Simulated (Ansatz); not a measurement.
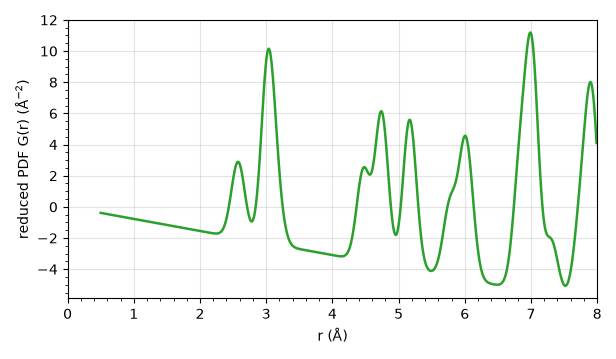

The curve is a calculated X-ray PDF: distances of the static structure, each pair weighted by the product of the atomic numbers (X-ray weights at Q = 0), broadened by Gaussians with σ = 0.10 Å. There is no Q-range truncation.

Candidate structures:

A. 
```cif
data_structure
_symmetry_space_group_name_H-M 'P 1'
_symmetry_Int_Tables_number 1
_cell_length_a 9.1091
_cell_length_b 9.1091
_cell_length_c 9.1091
_cell_angle_alpha 90.000
_cell_angle_beta 90.000
_cell_angle_gamma 90.000
_cell_volume 755.84
loop_
_atom_site_label
_atom_site_type_symbol
_atom_site_fract_x
_atom_site_fract_y
_atom_site_fract_z
_atom_site_occupancy
Rh1 Rh 0.20148 0.00000 0.00000 1
Rh2 Rh 0.50000 0.70148 0.00000 1
Rh3 Rh 0.79852 0.00000 0.00000 1
Rh4 Rh 0.50000 0.29852 0.00000 1
Rh5 Rh 0.50000 0.00000 0.70148 1
Rh6 Rh 0.00000 0.00000 0.79852 1
Sn1 Sn 0.50000 0.00000 0.00000 1
Rb1 Rb 0.25000 0.75000 0.75000 1
Rb2 Rb 0.25000 0.25000 0.75000 1
Rh7 Rh 0.20148 0.50000 0.50000 1
Rh8 Rh 0.50000 0.20148 0.50000 1
Rh9 Rh 0.79852 0.50000 0.50000 1
Rh10 Rh 0.50000 0.79852 0.50000 1
Rh11 Rh 0.50000 0.50000 0.20148 1
Rh12 Rh 0.00000 0.50000 0.29852 1
Sn2 Sn 0.50000 0.50000 0.50000 1
Rb3 Rb 0.25000 0.25000 0.25000 1
Rb4 Rb 0.25000 0.75000 0.25000 1
Rh13 Rh 0.70148 0.00000 0.50000 1
Rh14 Rh 0.00000 0.70148 0.50000 1
Rh15 Rh 0.29852 0.00000 0.50000 1
Rh16 Rh 0.00000 0.29852 0.50000 1
Rh17 Rh 0.00000 0.00000 0.20148 1
Rh18 Rh 0.50000 0.00000 0.29852 1
Sn3 Sn 0.00000 0.00000 0.50000 1
Rb5 Rb 0.75000 0.75000 0.25000 1
Rb6 Rb 0.75000 0.25000 0.25000 1
Rh19 Rh 0.70148 0.50000 0.00000 1
Rh20 Rh 0.00000 0.20148 0.00000 1
Rh21 Rh 0.29852 0.50000 0.00000 1
Rh22 Rh 0.00000 0.79852 0.00000 1
Rh23 Rh 0.00000 0.50000 0.70148 1
Rh24 Rh 0.50000 0.50000 0.79852 1
Sn4 Sn 0.00000 0.50000 0.00000 1
Rb7 Rb 0.75000 0.25000 0.75000 1
Rb8 Rb 0.75000 0.75000 0.75000 1
```

B. 
```
CELL_PARAMETERS angstrom
7.30546 0.00000 0.00000
0.00000 7.30546 0.00000
0.00000 0.00000 7.30546
ATOMIC_POSITIONS crystal
Lu 0.00000 0.00000 0.00000
Sn 0.25000 0.25000 0.75000
Rh 0.12407 0.37593 0.12407
Rh 0.62407 0.12407 0.87593
Rh 0.87593 0.37593 0.87593
Rh 0.37593 0.12407 0.12407
Lu 0.00000 0.50000 0.50000
Sn 0.25000 0.75000 0.25000
Rh 0.12407 0.87593 0.62407
Rh 0.62407 0.62407 0.37593
Rh 0.87593 0.87593 0.37593
Rh 0.37593 0.62407 0.62407
Lu 0.50000 0.00000 0.50000
Sn 0.75000 0.25000 0.25000
Rh 0.62407 0.37593 0.62407
Rh 0.12407 0.12407 0.37593
Rh 0.37593 0.37593 0.37593
Rh 0.87593 0.12407 0.62407
Lu 0.50000 0.50000 0.00000
Sn 0.75000 0.75000 0.75000
Rh 0.62407 0.87593 0.12407
Rh 0.12407 0.62407 0.87593
Rh 0.37593 0.87593 0.87593
Rh 0.87593 0.62407 0.12407
```

Origins: A, the geometry relaxed with DFT, PAW plane waves, r2scan (Ansatz); the starting structure was generated, so it need not be a known form of this composition; B, the geometry relaxed (final pressure about 5 GPa) with DFT, PAW plane waves, r2scan (Ansatz 0.2.0); the starting structure was generated, so it need not be a known form of this composition.

Which candidate gives this PDF?

Candidate B, LuSnRh4, F-43m (first clear peaks at 2.58 Å (Rh–Rh) and 3.04 Å (Lu–Rh, Sn–Rh)). A would give first clear peaks at 2.63 Å (Rh–Rh, Rh–Sn) and 3.25 Å (Rh–Rb).
